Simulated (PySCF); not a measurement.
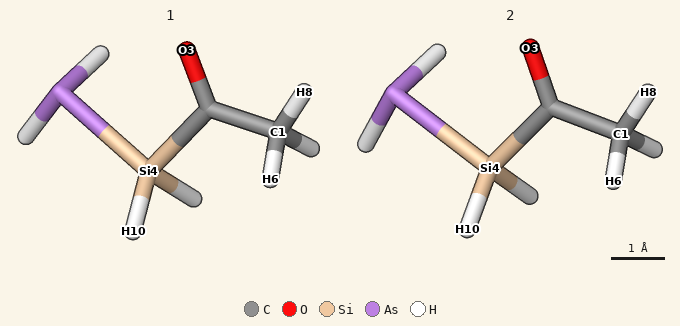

Two geometries of C2H7AsOSi, drawn at one scale. One is the start of a relaxation, the other its converged end. Style: stick. Shown from a free direction.

The calculation used PySCF, PBE0-D3(BJ)/def2-SVP geometry optimisation, gas phase. 

Question: Which one is relaxed?

Answer: Structure 2 is the relaxed one. The start comes from GFN2-xTB. Its atoms were then displaced at random by about 0.01 Å. Over 5 geometry steps the energy falls by 5.23 kcal/mol. An H atom moves most after the best rigid fit: 0.17 Å. By element the largest moves are H 0.17 Å, As 0.14 Å, O 0.11 Å, Si 0.09 Å, C 0.07 Å. Near-neighbour distances that change, for instance: As–Si 2.281 → 2.359 Å, H–Si 1.453 → 1.498 Å, As–H 1.490 → 1.529 Å, C–C 1.474 → 1.505 Å. Bond angles that change, for instance: As–Si–H 123.7° → 116.1°, As–Si–H 117.1° → 111.1°, C–Si–As 97.1° → 102.7°. The run took 43 s on 1 thread of Arm Neoverse V1 (shared host).
